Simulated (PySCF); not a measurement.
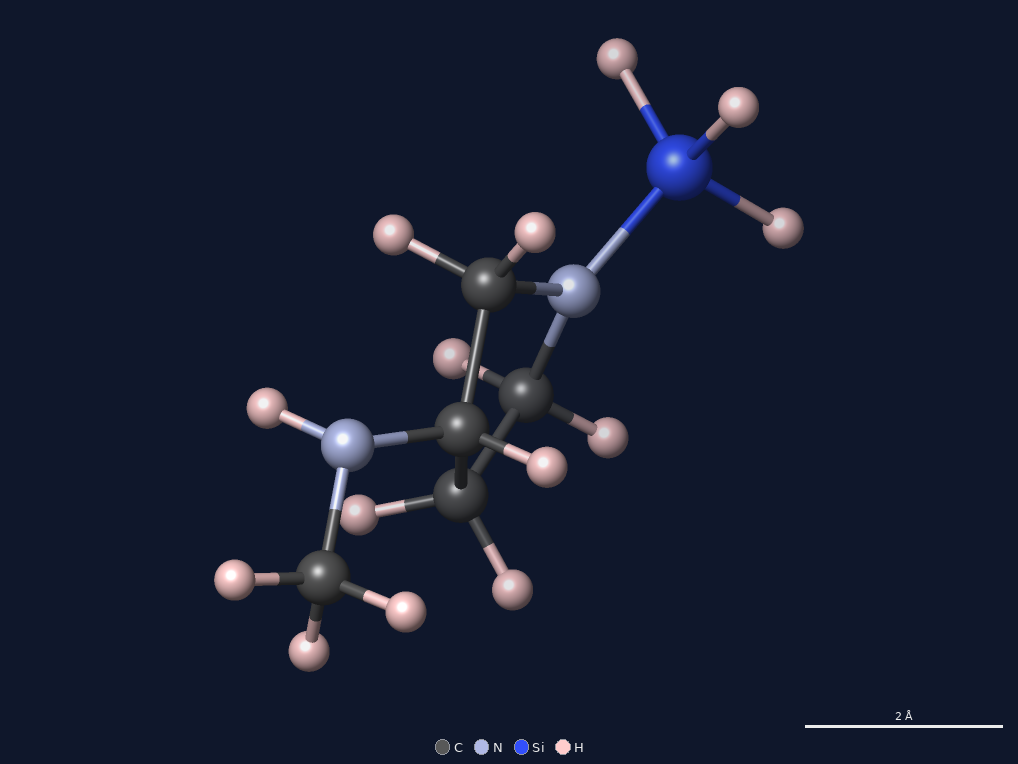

Rendered structure (ball-and-stick style). Every bond is drawn as one stick, whatever its order.

The computed structure is the end point of a PBE0-D3(BJ)/def2-SVP optimisation. No frequency run is at hand to confirm it as a minimum.

Describe the molecule.

Formula C₅H₁₄N₂Si. SMILES: `CN[C@H]1CCN([SiH3])C1`. Independent rings (smallest set): 1 of 5 members. Among its groups: secondary amine, Si–H bond, Si–N bond. The point group is C1. Coordination, clear cases only: 5 C tetrahedral; 1 N trigonal pyramidal; 1 Si tetrahedral.

The parts below concern this one geometry. Atoms keep their numbers from picture to picture.

**Shape**

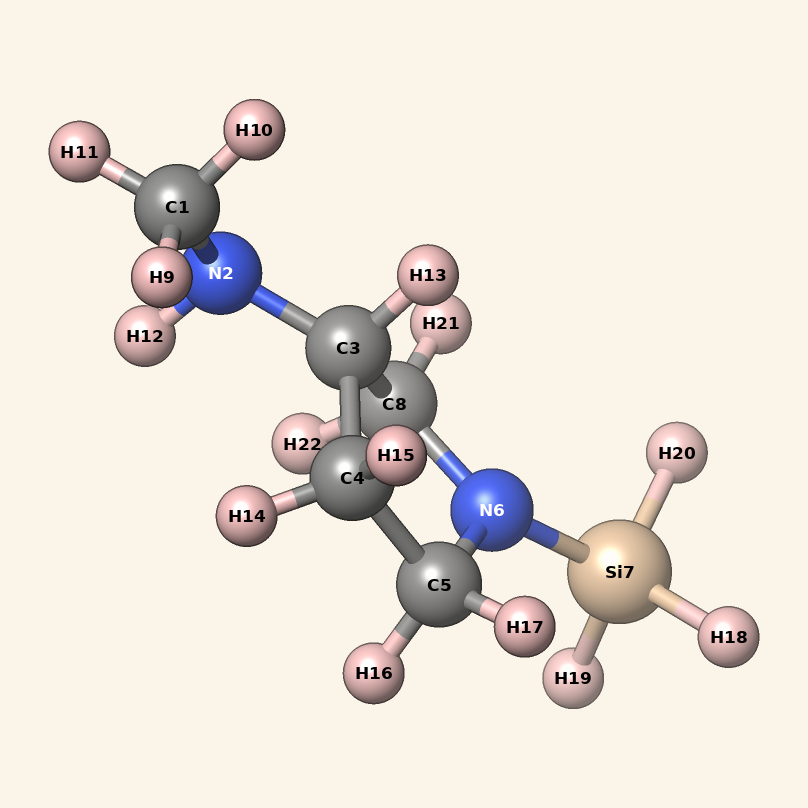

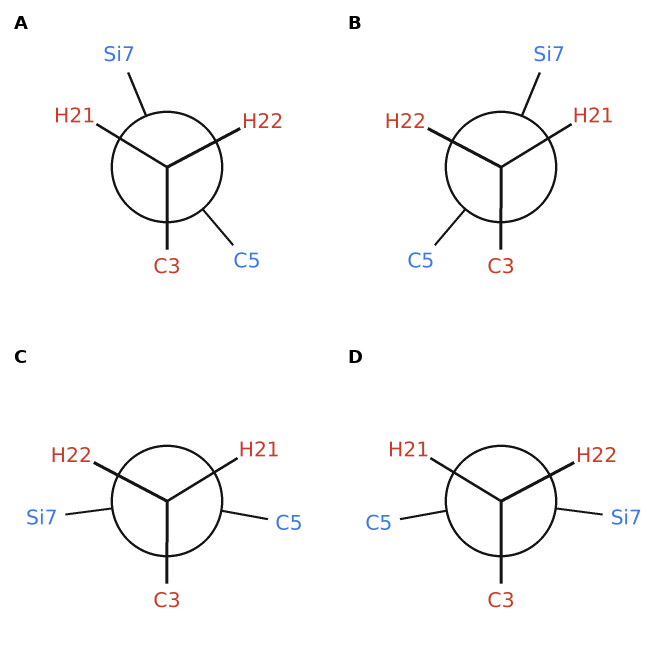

Depth is shown by fading: the farther an atom, the more it takes the colour of the background. Bonds that would overlap in a projection are set slightly apart. No frequency run is at hand to confirm it as a minimum.

Question: Which Newman projection shows the view along C8–N6, with C8 in front?

Answer: B. The torsion angle C3–C8–N6–Si7 is −158°, antiperiplanar (anti).

**Ring current**

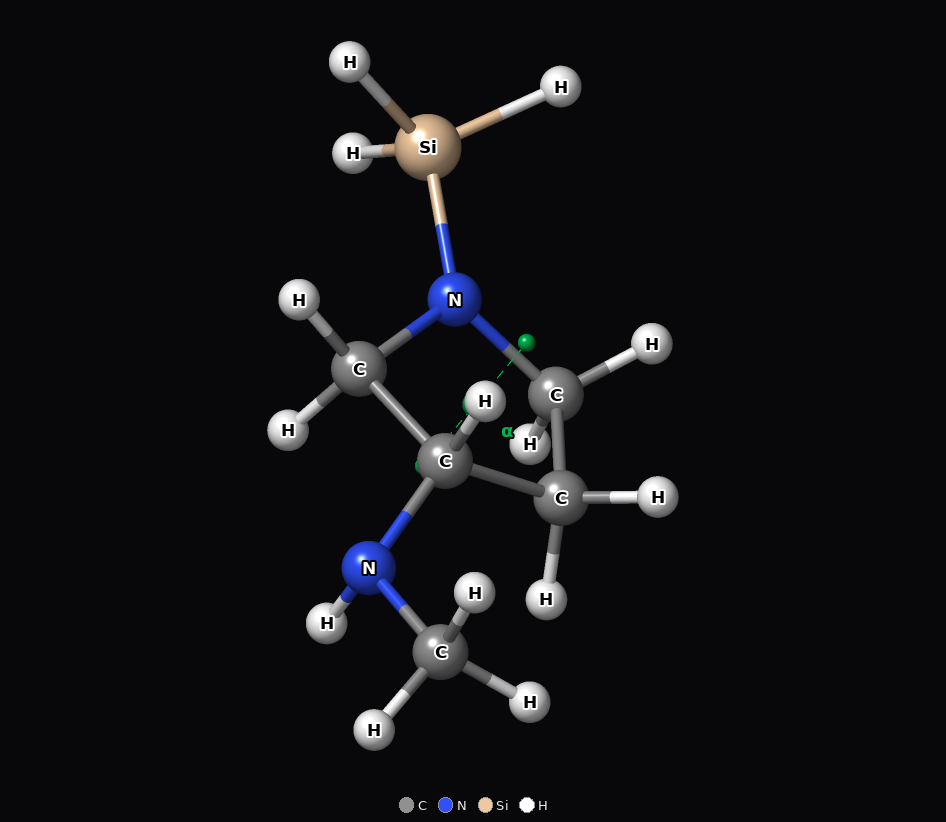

The small points mark where nucleus-independent chemical shifts (NICS) were computed: at the centre of each lettered ring and 1 Å above and below it. No frequency run is at hand to confirm it as a minimum. Properties computed with GIAO HF/pcSseg-1 NMR shielding, non-relativistic, gas phase (PySCF 2.14.0).

Give NICS(0), NICS(1) and the out-of-plane component NICS(1)zz for each ring (means of the two sides).

| ring | members | NICS(0) | NICS(1) | NICS(1)zz |
| --- | --- | --- | --- | --- |
| α | C4N | −6.8 | −3.7 | −4.0 |

Values in ppm.

Question: What do the values say about the ring currents?

Answer: Ring α: weak, as in a non-aromatic ring. NICS is one index among several.

**NMR shielding**

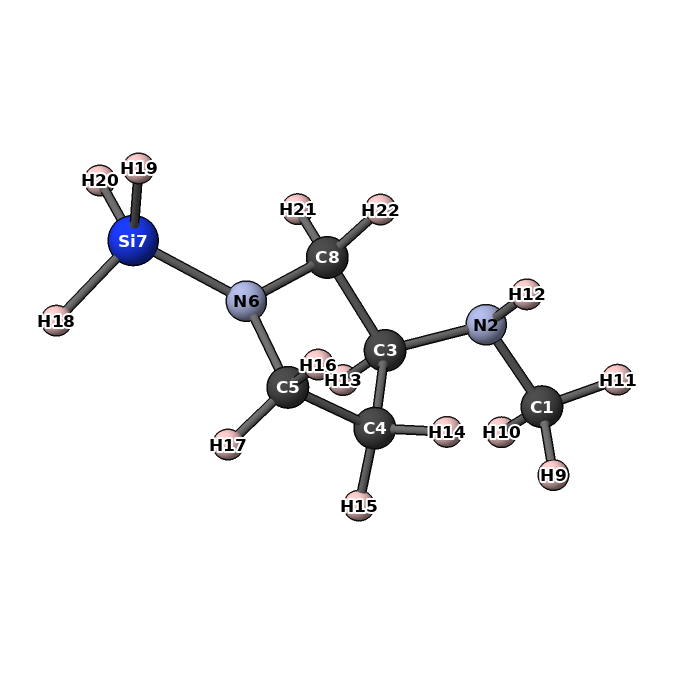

The questions are on isotropic NMR shieldings of the C atoms. No frequency run is at hand to confirm it as a minimum. Level of theory: GIAO PBE0/pcSseg-1 NMR shielding, non-relativistic, IEF-PCM methanol (PySCF 2.14.0).

Give the isotropic NMR shieldings of the C atoms atom by atom.

| atom | σ (ppm) |
| --- | --- |
| C1 | 148.5 |
| C3 | 121.1 |
| C4 | 151.3 |
| C5 | 135.2 |
| C8 | 126.7 |

**Quadrupole coupling**

No frequency run is at hand to confirm it as a minimum. Electric field gradients from the ground-state density, PBE0/pcSseg-1 (PySCF 2.14.0), non-relativistic apart from any core potentials.

Give the largest field-gradient component, the quadrupole coupling constant and the asymmetry for 14N at N2 (Q = 20.44 mb), 14N at N6 (Q = 20.44 mb), 2H at H9 (Q = 2.86 mb), 2H at H10 (Q = 2.86 mb).

```csv
atom,V_zz (a.u.),e²qQ/h (MHz),η
N2,−1.277,−6.13,0.07
N6,−1.142,−5.49,0.33
H9,0.269,0.181,0.06
H10,0.285,0.191,0.06
```
